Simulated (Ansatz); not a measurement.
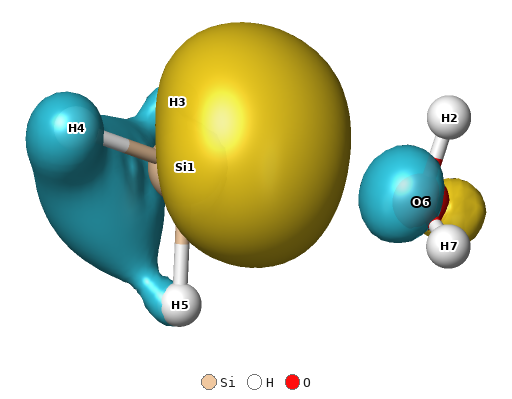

Figure 1: H3Si···H2O (doublet). The LUMO (β) at ±0.15 Å⁻³ᐟ² (yellow and cyan are the two phases), seen at a tilt.

All numbers below come from Ansatz 0.2.0, UKS PBE/6-31G*.

```xyz
7

Si   -0.2095    0.1522   -0.0511
H     0.4008    0.3607    2.8484
H     1.2902    0.2171   -0.0463
H    -0.7111    0.8975   -1.2688
H    -0.6777   -1.2710   -0.1487
O     0.1713   -0.5376    2.5324
H    -0.7770   -0.6200    2.7626
```

Describe this orbital and give its energy.

Answer. By Hirshfeld shares it lies mainly on Si1 (about 75 %), O6 (about 10 %) and H4 (about 5 %). Its energy is −2.90 eV.
